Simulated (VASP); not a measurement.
# Gd (Gadolinium) with LDA + U: from relaxation to properties, part 3 of 12

What structure does Gd (Gadolinium) take at this level, and what are its properties? The start is a cell from a database of measured crystal structures.

VASP 6.6.1, plane waves and PAW; the level of theory is named at each step.

Still holding for the runs below: The k-mesh is coarse for a metal.

So far, moment of the cell, from the last line of the log (μB): step 2 (magnetic order: ferromagnetic) 15.5.

## Step 4: Magnetic order: antiferromagnetic, q = (0, 0, 1/2)

Level of this step: LDA, DFT+U (Gd f 5 eV), spin-polarised from an antiferromagnetic start; plane waves and PAW (Gd) (VASP).

System of this step: Gd (Gadolinium). It takes space group P6_3/mmc (No. 194, hexagonal). Conventional cell: a = 3.636 Å, b = 3.636 Å, c = 5.783 Å, α = 90.00°, β = 90.00°, γ = 120.00°. Nearest to Gd lie 12 Gd at 3.57 to 3.64 Å.

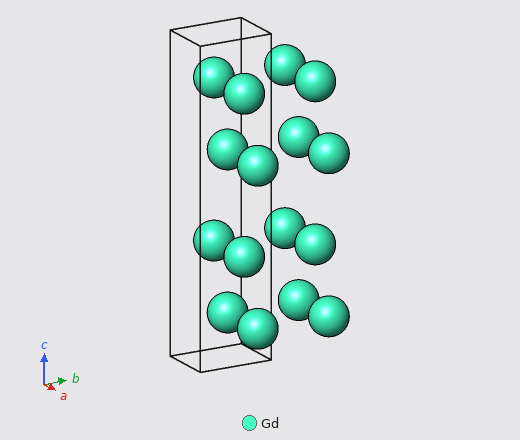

The cell of this step (gadolinium teal). 2×2×1 cells are drawn.

Next, a pattern with opposite moments, which needs a doubled cell; q is given in the reciprocal vectors of the primitive cell.

INCAR

```
SYSTEM = Gd
PREC = Accurate
ENCUT = 450
EDIFF = 1E-06
NELM = 150
ISMEAR = 1
SIGMA = 0.2
LREAL = .FALSE.
ALGO = Normal
GGA = CA
NBANDS = 46
ISPIN = 2
MAGMOM = 7 -7 7 -7
LDAU = .TRUE.
LDAUTYPE = 2
LDAUL = 3
LDAUU = 5
LDAUJ = 0
LDAUPRINT = 1
LASPH = .TRUE.
LMAXMIX = 6
AMIX = 0.2
BMIX = 1E-04
AMIX_MAG = 0.8
BMIX_MAG = 1E-04
LORBIT = 11
LWAVE = .FALSE.
LCHARG = .FALSE.
KPAR = 4
ISIF = 2
```

POSCAR

```
Gd
1.0
    3.6360000000      0.0000000000      0.0000000000
   -1.8180000000      3.1488683682      0.0000000000
    0.0000000000      0.0000000000     11.5652000000
Gd
4
Direct
    0.3333333333      0.6666666667      0.1250000000
    0.3333333333      0.6666666667      0.6250000000
    0.6666666667      0.3333333333      0.3750000000
    0.6666666667      0.3333333333      0.8750000000
```

KPOINTS

```
Automatic mesh
0
Gamma
7 7 2
0 0 0
```

PAW data sets: Gd (PBE family, release 64).

Run with:

```console
$ mpirun -np 4 vasp_std
```

The program printed:

```text
[banner, memory and clock lines left out]
running    4 mpi-ranks, on    1 nodes
 distrk:  each k-point on    1 cores,    4 groups
 distr:  one band on    1 cores,    1 groups

 POSCAR found type information on POSCAR Gd
 POSCAR found :  1 types and       4 ions
 [... a notice as in an earlier step ...]

 LDA part: xc-table for (Slater(with rela. corr.)+CA(PZ))
 , standard interpolation
 POSCAR, INCAR and KPOINTS ok, starting setup
 FFT: planning ... GRIDC
 FFT: planning ... GRID_SOFT
 FFT: planning ... GRID
 WAVECAR not read
 entering main loop
       N       E                     dE             d eps       ncg     rms          rms(c)
DAV:   1     0.839075292462E+03    0.83908E+03   -0.18101E+04  3632   0.661E+03
DAV:   2     0.324085631886E+03   -0.51499E+03   -0.45396E+03  4584   0.824E+02
DAV:   3     0.490434933211E+02   -0.27504E+03   -0.26942E+03  5038   0.491E+02
DAV:   4    -0.870932836611E+01   -0.57753E+02   -0.56905E+02  5658   0.218E+02
DAV:   5    -0.199048586458E+02   -0.11196E+02   -0.11049E+02  5858   0.109E+02    0.274E+02
DAV:   6    -0.402799803235E+02   -0.20375E+02   -0.33523E+01  5192   0.126E+02    0.232E+02
DAV:   7    -0.430739433147E+02   -0.27940E+01   -0.25695E+01  5840   0.492E+01    0.119E+02
DAV:   8    -0.438112253575E+02   -0.73728E+00   -0.13809E+01  5760   0.340E+01    0.383E+01
DAV:   9    -0.448186504670E+02   -0.10074E+01   -0.50318E+00  5520   0.246E+01    0.286E+01
DAV:  10    -0.450222353775E+02   -0.20358E+00   -0.23222E+00  5840   0.124E+01    0.364E+01
DAV:  11    -0.451223033693E+02   -0.10007E+00   -0.72201E-01  5624   0.671E+00    0.158E+01
DAV:  12    -0.451571631065E+02   -0.34860E-01   -0.36731E-01  5824   0.612E+00    0.123E+01
DAV:  13    -0.451664420940E+02   -0.92790E-02   -0.11328E-01  5648   0.288E+00    0.137E+01
DAV:  14    -0.451710257294E+02   -0.45836E-02   -0.48397E-02  5808   0.207E+00    0.137E+01
DAV:  15    -0.451733284651E+02   -0.23027E-02   -0.18858E-02  5656   0.108E+00    0.173E+01
DAV:  16    -0.451733086611E+02    0.19804E-04   -0.10859E-02  5792   0.119E+00    0.113E+01
DAV:  17    -0.451731083444E+02    0.20032E-03   -0.54140E-03  5664   0.695E-01    0.350E+00
DAV:  18    -0.451733087541E+02   -0.20041E-03   -0.29064E-03  5752   0.473E-01    0.843E-01
DAV:  19    -0.451734391280E+02   -0.13037E-03   -0.13406E-03  5672   0.319E-01    0.165E+00
DAV:  20    -0.451735137662E+02   -0.74638E-04   -0.80228E-04  5800   0.265E-01    0.162E+00
DAV:  21    -0.451735499282E+02   -0.36162E-04   -0.42836E-04  5680   0.168E-01    0.951E-01
DAV:  22    -0.451735730189E+02   -0.23091E-04   -0.28859E-04  5832   0.153E-01    0.220E-02
DAV:  23    -0.451735884587E+02   -0.15440E-04   -0.15425E-04  5616   0.868E-02    0.339E-02
DAV:  24    -0.451735984765E+02   -0.10018E-04   -0.10039E-04  5400   0.821E-02    0.108E-01
DAV:  25    -0.451736042029E+02   -0.57264E-05   -0.57487E-05  4784   0.523E-02    0.976E-02
DAV:  26    -0.451736080209E+02   -0.38180E-05   -0.38572E-05  4168   0.516E-02    0.592E-02
DAV:  27    -0.451736102977E+02   -0.22768E-05   -0.22933E-05  3288   0.340E-02    0.268E-03
DAV:  28    -0.451736117866E+02   -0.14890E-05   -0.14888E-05  3056   0.332E-02    0.548E-03
DAV:  29    -0.451736127667E+02   -0.98011E-06   -0.98211E-06  2992   0.252E-02
   1 F= -.45173613E+02 E0= -.45167781E+02  d E =-.174939E-01  mag=    -0.0000
```

Wall time 71 s (4 MPI ranks of Intel Xeon 6975P-C (Granite Rapids), shared host); peak memory 1.2 GiB.

Parts of OUTCAR (step 4):

```text
  LATTYP: Found a hexagonal cell.
 ALAT       =     3.6360000000
 C/A-ratio  =     3.1807480748

 Found     16 irreducible k-points:

   k-points           NKPTS =     16   k-points in BZ     NKDIM =     16   number of bands    NBANDS=     46

   dimension x,y,z NGX =    28 NGY =   28 NGZ =   80
   dimension x,y,z NGXF=    56 NGYF=   56 NGZF=  160

   ENCUT  =  450.0 eV  33.07 Ry    5.75 a.u.   6.29  6.29 20.00*2*pi/ulx,y,z

   NELECT =      72.0000    total number of electrons

atom =   1  type =  1  l = 3

 onsite density matrix

spin component  1

  0.9899 -0.0000  0.0000  0.0000 -0.0000  0.0000  0.0000
 -0.0000  0.9895 -0.0000 -0.0000  0.0001  0.0000  0.0000
  0.0000 -0.0000  0.9892  0.0000 -0.0000  0.0001  0.0000
  0.0000 -0.0000  0.0000  0.9896  0.0000  0.0000 -0.0000
 -0.0000  0.0001 -0.0000  0.0000  0.9892  0.0000  0.0000
  0.0000  0.0000  0.0001  0.0000  0.0000  0.9895  0.0000
  0.0000  0.0000  0.0000 -0.0000  0.0000  0.0000  0.9891

spin component  2

  0.0015  0.0000  0.0000 -0.0003  0.0000 -0.0000 -0.0000
  0.0000  0.0019  0.0000 -0.0000 -0.0002 -0.0000 -0.0000
  0.0000  0.0000  0.0009 -0.0000  0.0000 -0.0002  0.0000
 -0.0003 -0.0000 -0.0000  0.0023 -0.0000  0.0000  0.0000
  0.0000 -0.0002  0.0000 -0.0000  0.0009 -0.0000  0.0000
 -0.0000 -0.0000 -0.0002  0.0000 -0.0000  0.0019 -0.0000
 -0.0000 -0.0000  0.0000  0.0000  0.0000 -0.0000  0.0007

 occupancies and eigenvectors

  o =  0.0007  v =  0.0000  0.0000  0.0000  0.0000  0.0000  0.0000  0.0000 -0.0000  0.0000  0.0000 -0.0000  0.0000  0.0000 -1.0000      0.0000  0.0000  0.0000  0.0000  0.0000  0.0000  0.0000  0.0000  0.0000  0.0000  0.0000  0.0000  0.0000  0.0000
  o =  0.0009  v =  0.0000  0.0000  0.0000  0.0000  0.0000  0.0000  0.0000  0.0000  0.1666 -0.0004  0.0000  0.9860 -0.0001  0.0000      0.0000  0.0000  0.0000  0.0000  0.0000  0.0000  0.0000  0.0000  0.0000  0.0000  0.0000  0.0000  0.0000  0.0000
  o =  0.0009  v =  0.0000  0.0000  0.0000  0.0000  0.0000  0.0000  0.0000 -0.0000  0.0001  0.9860 -0.0000  0.0004  0.1666  0.0000      0.0000  0.0000  0.0000  0.0000  0.0000  0.0000  0.0000  0.0000  0.0000  0.0000  0.0000  0.0000  0.0000  0.0000
  o =  0.0014  v =  0.0000  0.0000  0.0000  0.0000  0.0000  0.0000  0.0000  0.9562  0.0000  0.0000  0.2926  0.0000 -0.0000 -0.0000      0.0000  0.0000  0.0000  0.0000  0.0000  0.0000  0.0000  0.0000  0.0000  0.0000  0.0000  0.0000  0.0000  0.0000
  o =  0.0019  v =  0.0000  0.0000  0.0000  0.0000  0.0000  0.0000  0.0000  0.0000  0.9860 -0.0002 -0.0000 -0.1666  0.0014 -0.0000      0.0000  0.0000  0.0000  0.0000  0.0000  0.0000  0.0000  0.0000  0.0000  0.0000  0.0000  0.0000  0.0000  0.0000
  o =  0.0019  v =  0.0000  0.0000  0.0000  0.0000  0.0000  0.0000  0.0000 -0.0000  0.0014  0.1666  0.0000 -0.0002 -0.9860 -0.0000      0.0000  0.0000  0.0000  0.0000  0.0000  0.0000  0.0000  0.0000  0.0000  0.0000  0.0000  0.0000  0.0000  0.0000
  o =  0.0024  v =  0.0000  0.0000  0.0000  0.0000  0.0000  0.0000  0.0000 -0.2926 -0.0000 -0.0000  0.9562 -0.0000  0.0000  0.0000      0.0000  0.0000  0.0000  0.0000  0.0000  0.0000  0.0000  0.0000  0.0000  0.0000  0.0000  0.0000  0.0000  0.0000
  o =  0.9891  v =  0.0000 -0.0000  0.0000  0.0000  0.0000  0.0000 -1.0000  0.0000  0.0000  0.0000  0.0000  0.0000  0.0000  0.0000      0.0000  0.0000  0.0000  0.0000  0.0000  0.0000  0.0000  0.0000  0.0000  0.0000  0.0000  0.0000  0.0000  0.0000
  o =  0.9892  v =  0.0000 -0.1760  0.0000 -0.0000  0.9844 -0.0000  0.0000  0.0000  0.0000  0.0000  0.0000  0.0000  0.0000  0.0000      0.0000  0.0000  0.0000  0.0000  0.0000  0.0000  0.0000  0.0000  0.0000  0.0000  0.0000  0.0000  0.0000  0.0000
  o =  0.9892  v = -0.0000  0.0000  0.9844  0.0000 -0.0000 -0.1760  0.0000  0.0000  0.0000  0.0000  0.0000  0.0000  0.0000  0.0000      0.0000  0.0000  0.0000  0.0000  0.0000  0.0000  0.0000  0.0000  0.0000  0.0000  0.0000  0.0000  0.0000  0.0000
  o =  0.9895  v = -0.0000 -0.9844 -0.0001  0.0000 -0.1760 -0.0003 -0.0000  0.0000  0.0000  0.0000  0.0000  0.0000  0.0000  0.0000      0.0000  0.0000  0.0000  0.0000  0.0000  0.0000  0.0000  0.0000  0.0000  0.0000  0.0000  0.0000  0.0000  0.0000
  o =  0.9895  v = -0.0000  0.0003 -0.1760  0.0000  0.0001 -0.9844  0.0000  0.0000  0.0000  0.0000  0.0000  0.0000  0.0000  0.0000      0.0000  0.0000  0.0000  0.0000  0.0000  0.0000  0.0000  0.0000  0.0000  0.0000  0.0000  0.0000  0.0000  0.0000
  o =  0.9896  v =  0.1144  0.0000 -0.0000 -0.9934  0.0000 -0.0000 -0.0000  0.0000  0.0000  0.0000  0.0000  0.0000  0.0000  0.0000      0.0000  0.0000  0.0000  0.0000  0.0000  0.0000  0.0000  0.0000  0.0000  0.0000  0.0000  0.0000  0.0000  0.0000
  o =  0.9900  v = -0.9934  0.0000 -0.0000 -0.1144  0.0000 -0.0000 -0.0000  0.0000  0.0000  0.0000  0.0000  0.0000  0.0000  0.0000      0.0000  0.0000  0.0000  0.0000  0.0000  0.0000  0.0000  0.0000  0.0000  0.0000  0.0000  0.0000  0.0000  0.0000

atom =   2  type =  1  l = 3

 onsite density matrix

spin component  1

  0.0015  0.0000  0.0000 -0.0003 -0.0000 -0.0000 -0.0000
  0.0000  0.0019  0.0000 -0.0000 -0.0002 -0.0000 -0.0000
  0.0000  0.0000  0.0009 -0.0000  0.0000 -0.0002  0.0000
 -0.0003 -0.0000 -0.0000  0.0023 -0.0000  0.0000  0.0000
 -0.0000 -0.0002  0.0000 -0.0000  0.0009 -0.0000  0.0000
 -0.0000 -0.0000 -0.0002  0.0000 -0.0000  0.0019 -0.0000
 -0.0000 -0.0000  0.0000  0.0000  0.0000 -0.0000  0.0007

spin component  2

[...]
o =  0.0024  v = -0.2926 -0.0000 -0.0000  0.9562  0.0000  0.0000  0.0000  0.0000  0.0000  0.0000  0.0000  0.0000  0.0000  0.0000      0.0000  0.0000  0.0000  0.0000  0.0000  0.0000  0.0000  0.0000  0.0000  0.0000  0.0000  0.0000  0.0000  0.0000
  o =  0.9891  v =  0.0000  0.0000  0.0000  0.0000  0.0000  0.0000  0.0000  0.0000  0.0000 -0.0000 -0.0000 -0.0000  0.0000  1.0000      0.0000  0.0000  0.0000  0.0000  0.0000  0.0000  0.0000  0.0000  0.0000  0.0000  0.0000  0.0000  0.0000  0.0000
  o =  0.9892  v =  0.0000  0.0000  0.0000  0.0000  0.0000  0.0000  0.0000  0.0000 -0.1760  0.0000  0.0000  0.9844 -0.0000  0.0000      0.0000  0.0000  0.0000  0.0000  0.0000  0.0000  0.0000  0.0000  0.0000  0.0000  0.0000  0.0000  0.0000  0.0000
  o =  0.9892  v =  0.0000  0.0000  0.0000  0.0000  0.0000  0.0000  0.0000 -0.0000  0.0000  0.9844  0.0000 -0.0000 -0.1760  0.0000      0.0000  0.0000  0.0000  0.0000  0.0000  0.0000  0.0000  0.0000  0.0000  0.0000  0.0000  0.0000  0.0000  0.0000
  o =  0.9895  v =  0.0000  0.0000  0.0000  0.0000  0.0000  0.0000  0.0000 -0.0000  0.9844 -0.0000  0.0000  0.1760 -0.0001  0.0000      0.0000  0.0000  0.0000  0.0000  0.0000  0.0000  0.0000  0.0000  0.0000  0.0000  0.0000  0.0000  0.0000  0.0000
  o =  0.9895  v =  0.0000  0.0000  0.0000  0.0000  0.0000  0.0000  0.0000  0.0000  0.0001  0.1760 -0.0000  0.0000  0.9844  0.0000      0.0000  0.0000  0.0000  0.0000  0.0000  0.0000  0.0000  0.0000  0.0000  0.0000  0.0000  0.0000  0.0000  0.0000
  o =  0.9896  v =  0.0000  0.0000  0.0000  0.0000  0.0000  0.0000  0.0000 -0.1144  0.0000  0.0000  0.9934  0.0000  0.0000  0.0000      0.0000  0.0000  0.0000  0.0000  0.0000  0.0000  0.0000  0.0000  0.0000  0.0000  0.0000  0.0000  0.0000  0.0000
  o =  0.9900  v =  0.0000  0.0000  0.0000  0.0000  0.0000  0.0000  0.0000 -0.9934 -0.0000 -0.0000 -0.1144  0.0000 -0.0000 -0.0000      0.0000  0.0000  0.0000  0.0000  0.0000  0.0000  0.0000  0.0000  0.0000  0.0000  0.0000  0.0000  0.0000  0.0000

 E-fermi :   2.7628

 spin component 1
 k-point     1 :       0.0000    0.0000    0.0000
  band No.  band energies     occupation
    ...
     30      -4.6987      1.00000
     31      -1.9987      1.00000
     32      -0.4801      1.00000
     33      -0.3596      1.00000
     34       0.7268      1.00000
     35       3.4026     -0.00003
     36       3.5862     -0.00000
     37       3.9147     -0.00000
     38       3.9147     -0.00000
     39       4.0993     -0.00000
    ...

 k-point     2 :       0.1429   -0.0000    0.0000
  band No.  band energies     occupation
    ...
     30      -4.7125      1.00000
     31      -1.5247      1.00000
     32      -0.0583      1.00000
     33       0.0537      1.00000
     34       1.1557      1.00000
     35       3.0982     -0.01957
     36       3.2093     -0.00352
     37       3.3678     -0.00008
     38       3.6207     -0.00000
     39       3.9484     -0.00000
    ...

 k-point     3 :       0.2857    0.0000    0.0000
  band No.  band energies     occupation
    ...
     32       0.6987      1.00000
     33       0.7995      1.00000
     34       1.6752      1.00000
     35       2.4397      1.02235
     36       2.7431      0.58303
     37       2.8733      0.10258
     38       3.0970     -0.01984
     39       3.7107     -0.00000
     40       3.9346     -0.00000
     41       4.2217     -0.00000
    ...

 k-point     4 :       0.4286   -0.0000    0.0000
  band No.  band energies     occupation
    ...
     33       1.1339      1.00000
     34       1.4104      1.00000
     35       1.8480      1.00000
     36       2.6407      0.92467
     37       2.7272      0.64805
     38       3.1787     -0.00613
     39       4.0548     -0.00000
     40       4.1794     -0.00000
     41       4.2260     -0.00000
     42       4.3495     -0.00000
    ...

  Total       -2.9903748     -2.9903748     -3.2388232     -0.0000000      0.0000000     -0.0000000
  in kB      -36.1830092    -36.1830092    -39.1891905     -0.0000000      0.0000000     -0.0000000
  external PRESSURE =     -37.1850697 kB  Pullay stress =       0.0000000 kB

  energy-cutoff  :      450.00
  volume of cell :      132.41
      direct lattice vectors                 reciprocal lattice vectors
     3.636000000  0.000000000  0.000000000     0.275027503  0.158787203  0.000000000
    -1.818000000  3.148868368  0.000000000     0.000000000  0.317574405  0.000000000
     0.000000000  0.000000000 11.565200000     0.000000000  0.000000000  0.086466295

 POSITION                                       TOTAL-FORCE (eV/Angst)
 -----------------------------------------------------------------------------------
     -0.00000      2.09925      1.44565         0.000000      0.000000     -0.001386
     -0.00000      2.09925      7.22825        -0.000000      0.000000     -0.001386
      1.81800      1.04962      4.33695        -0.000000     -0.000000      0.001386
      1.81800      1.04962     10.11955        -0.000000     -0.000000      0.001386
 -----------------------------------------------------------------------------------
    total drift:                                0.000000     -0.000000     -0.000000

  FREE ENERGIE OF THE ION-ELECTRON SYSTEM (eV)
  ---------------------------------------------------
  free  energy   TOTEN  =       -45.1736127667 eV

  energy  without entropy=      -45.1561188827  energy(sigma->0) =      -45.16778147

 total charge
# of ion       s       p       d       f       tot
--------------------------------------------------
    1        2.074   5.532   0.613   6.931  15.149
    2        2.074   5.532   0.613   6.931  15.149
    3        2.074   5.532   0.613   6.931  15.149
    4        2.074   5.532   0.613   6.931  15.149
--------------------------------------------------
tot          8.294  22.128   2.453  27.723  60.597

 magnetization (x)
# of ion       s       p       d       f       tot
--------------------------------------------------
    1        0.006  -0.042   0.204   6.911   7.079
    2       -0.006   0.042  -0.204  -6.911  -7.079
    3        0.006  -0.042   0.204   6.911   7.079
    4       -0.006   0.042  -0.204  -6.911  -7.079
--------------------------------------------------
tot          0.000   0.000   0.000   0.000   0.000

[... 2 parts as in an earlier step ...]

[... 6 further parts left out ...]
```

At this level the cell is under a tension of 3.7 GPa, so at these settings it is away from equilibrium.

Numbers from this step:

```
SCF cycles              : 29
electrons               : 72
bands                   : 46
irreducible k-points    : 16
symmetry operations     : 12
free energy (TOTEN)     : -45.17 eV
energy at zero smearing : -45.17 eV
Fermi energy            : 2.763 eV
pressure                : -3.719 GPa
```

Spin moment in the PAW sphere by atom:

```tsv
atom	spin moment in the PAW sphere (μB)
Gd1	7.08
Gd2	-7.08
Gd3	7.08
Gd4	-7.08
```

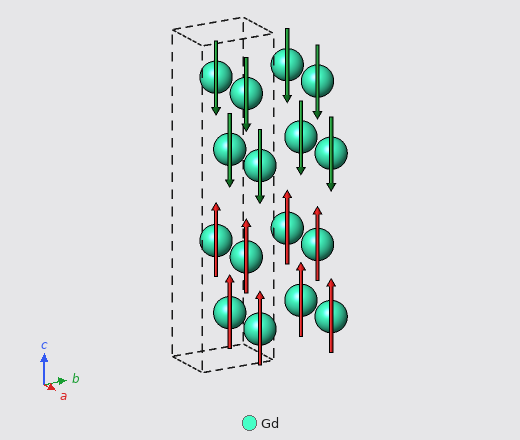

Spin moment in the PAW sphere as arrows, the longest 7.08 μB. Up and down stand for the sign. Arrows give size and sign along the axis of quantisation, drawn up and down the page. The two directions have two colours. 2×2×1 cells are drawn.

The energy lies +28.9 meV an atom from the first pattern. The run ends antiferromagnetic with a largest moment of 7.08 μB, and the mesh shows no gap.

(Continued in part 4 of 12.)

[Lines on the potential files, build, host, timing and source positions are cut from VASP's logs without a mark.]

[Logs are printed without paths, hosts, clocks, repeated set-up lines and the standing remarks that a program may print on its own settings, such as how far it seeks lower states.]

[Hosts, paths, dates, database ids (printed as entryN), source tags and the programs' standing remarks are cut or masked in the printed files.]

[A measured line is paired with the nearest computed mode of its activity, which favours agreement.]

[In band tables of VASP the shares of atoms and orbitals are scaled to a sum of 1 inside the atoms' spheres.]
